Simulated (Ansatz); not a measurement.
C₂H₇FN₂O: several calculations on one system

## 1. Relaxation

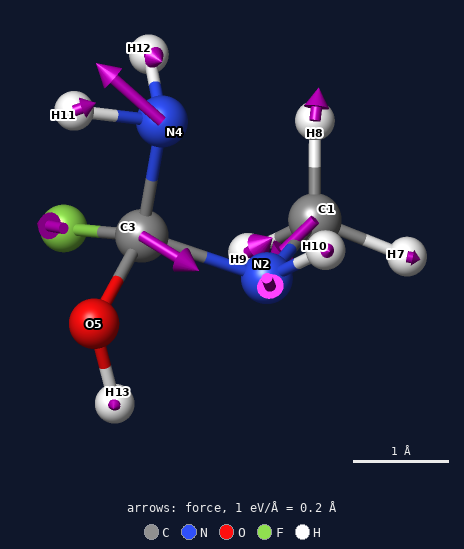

Starting geometry of C2H7FN2O with the computed forces as purple arrows. The picture is a ball-and-stick view, seen from a free direction.

The run prepares an end point of a later path (inversion) calculation, from a guessed geometry.

The calculation used RKS B3LYP-D4/def2-mTZVP (Ansatz). Settings: no spin polarisation; force threshold 0.015 eV/Å; at most 40 steps.

### Is this structure relaxed? If not, where do the atoms go?

It isn't relaxed: the largest force vector, on an N atom, is 4.67 eV/Å. The final displacements have little in common with the starting forces (cosine between the two patterns 0.25). An H atom moves most after the best rigid fit: 0.33 Å. By element the largest moves are H 0.33 Å, F 0.22 Å, N 0.20 Å, O 0.18 Å, C 0.07 Å. Near-neighbour distances that change, for instance: C–F 1.327 → 1.430 Å, C–H 1.167 → 1.087 Å, C–H 1.048 → 1.099 Å, H–N 1.055 → 1.014 Å. Bond angles that change, for instance: N–C–N 105.2° → 115.8°, C–N–H 100.4° → 109.7°, H–N–H 99.1° → 108.2°. After 8 accepted moves (9 points after the start) the energy has fallen by 17.9 kcal/mol. Largest force component: 4.2 eV/Å at the start, 0.015 eV/Å at the end. The line search rejected the trial step at point 3 of the run.

## 2. Relaxation

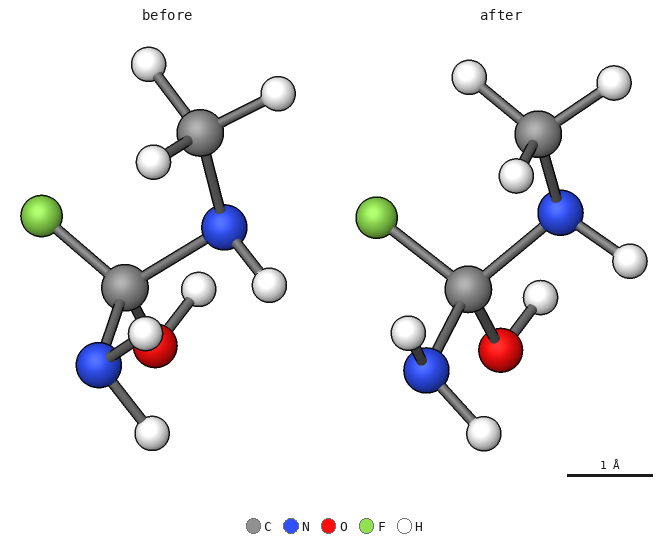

The structure of C2H7FN2O before (left) and after (right) a relaxation, at one scale.

A ball-and-stick model, seen from a free direction.

The run prepares an end point of a later path (inversion) calculation, from a guessed geometry.

All numbers below come from RKS B3LYP-D4/def2-mTZVP in Ansatz. Settings: no spin polarisation; force threshold 0.015 eV/Å; at most 40 steps.

Question: Summarise the run.

Answer: An H atom moves most after the best rigid fit: 0.84 Å. Largest moves by element: H 0.84 Å, N 0.22 Å, O 0.15 Å, C 0.11 Å, F 0.03 Å. Some distances before and after: C–H 1.167 → 1.087 Å, C–F 1.327 → 1.399 Å, C–H 1.048 → 1.100 Å, C–N 1.388 → 1.433 Å. Among the angles between lasting bonds that change: N–C–N 105.2° → 120.4°, H–N–H 99.1° → 109.9°, C–N–H 100.4° → 110.5°. Groups turn about C–N by about 30°. Over 11 accepted moves (14 points after the start) the energy falls by 1.127 eV. Largest force component: 3.1 eV/Å at the start, 0.014 eV/Å at the end. The line search rejected the trial steps at points 4, 9, 11 of the run. The forces were under the threshold at step 12, but the run went on from there. The run took 68 s on 2 threads of Arm Neoverse V1 (shared host), peak memory 0.34 GiB.

## 3. Path

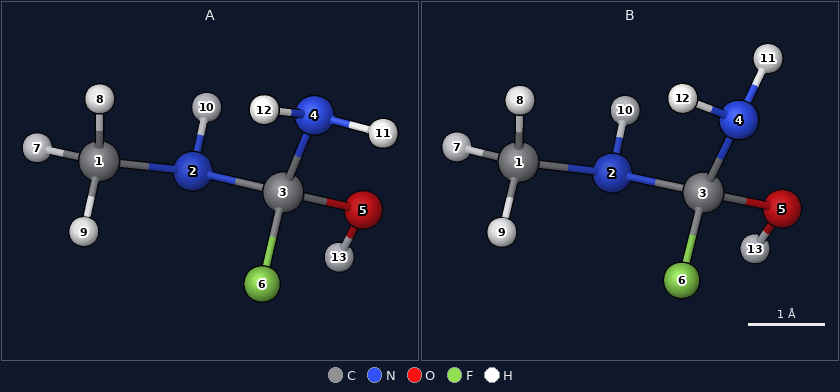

The two relaxed end points of a path for C2H7FN2O. The picture is a ball-and-stick view, seen from a free direction.

These are results of RKS B3LYP-D4/def2-mTZVP in Ansatz, not measurements.

Set-up: 5 movable images; climbing image; force threshold 0.05 eV/Å; iteration limit 60.

Start:
```xyz
13

C     0.7177   -0.6932    1.3451
N     0.7913    0.3421    0.3151
C    -0.3762    0.5220   -0.5025
N    -0.7312   -0.5838   -1.3263
O    -0.2179    1.6100   -1.3321
F    -1.4328    0.8103    0.4172
H     1.6547   -0.6939    1.9006
H     0.5569   -1.7073    0.9539
H    -0.0842   -0.4561    2.0398
H     1.5657    0.1610   -0.3173
H    -1.4912   -0.3185   -1.9460
H    -1.0454   -1.3607   -0.7548
H     0.1129    2.3334   -0.7777
```

End:
```xyz
13

C     0.7124   -0.6929    1.2978
N     0.7284    0.3506    0.2757
C    -0.5223    0.5814   -0.4294
N    -1.1143   -0.4592   -1.2172
O    -0.3529    1.6599   -1.2714
F    -1.4482    0.8730    0.5787
H     1.7074   -0.7674    1.7348
H     0.4337   -1.6886    0.9218
H     0.0176   -0.4176    2.0876
H     1.4408    0.1543   -0.4220
H    -0.5776   -0.6119   -2.0641
H    -1.1854   -1.3239   -0.6927
H     0.1805    2.3075   -0.7848
```

### What barrier does the band find between them, and by what path?

Forward barrier 0.202 eV, backward barrier 0.033 eV, with image 4 at the top; the reaction energy is +0.170 eV. The motion is an umbrella inversion at N4. No bond forms or breaks between the ends. Bond angles that change up to the highest image, for instance: C3–N4–H12 110.2° → 120.9°, H11–N4–H12 108.2° → 118.5°. The band converged in 16 iterations, with a climbing image at the top. At the top, the vibrational analysis gives one imaginary mode (547i cm⁻¹), as a transition state must have.

Energies of the converged images:

```json
{"image": "0", "path (Å)": "0.00", "E (eV)": "0.000"}
{"image": "1", "path (Å)": "0.21", "E (eV)": "0.006"}
{"image": "2", "path (Å)": "0.43", "E (eV)": "0.040"}
{"image": "3", "path (Å)": "0.64", "E (eV)": "0.145"}
{"image": "4", "path (Å)": "0.85", "E (eV)": "0.202"}
{"image": "5", "path (Å)": "1.57", "E (eV)": "0.182"}
{"image": "6", "path (Å)": "2.29", "E (eV)": "0.170"}
```

The geometry at the top of the path:

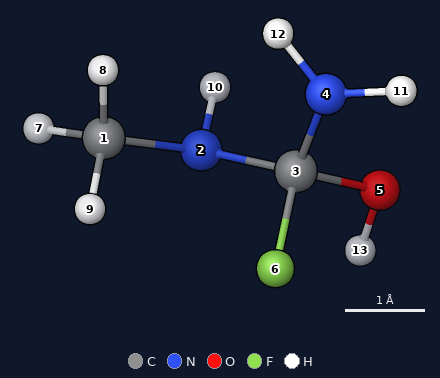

The run took 5.6 min on 2 threads of Arm Neoverse V1 (shared host), peak memory 0.35 GiB.
